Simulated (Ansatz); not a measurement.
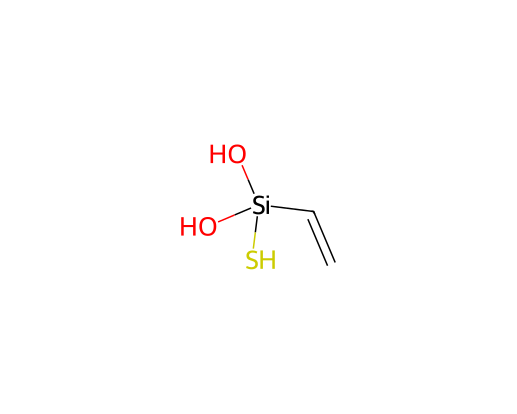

Source: calculation with Ansatz.

A structural formula.

Write the SMILES.

C=C[Si](O)(O)S

Give the formula, hydrogens included.

C2H6O2SSi.

An optimisation with PBE-D4/def2-SVP gave a structure of which point group?

C1. Other conformers may differ.
